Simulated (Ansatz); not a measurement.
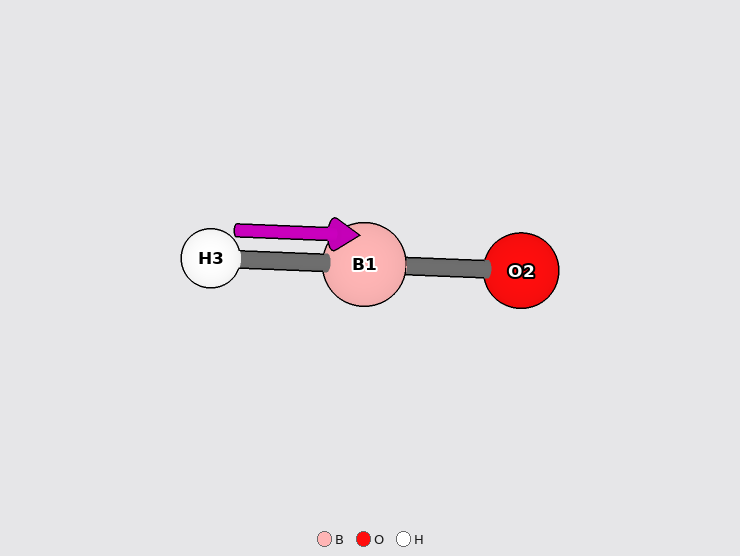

The arrows show one normal mode. Harmonic vibrations computed with RKS PBE0-D4/def2-TZVP (Ansatz 0.2.0) at a stationary point of the same level.

Q: What kind of motion is it?

A: Mostly B–H stretching.

Q: At what wavenumber does it lie?

A: 2894 cm⁻¹; it is mode 4 of 4 counted from the lowest.
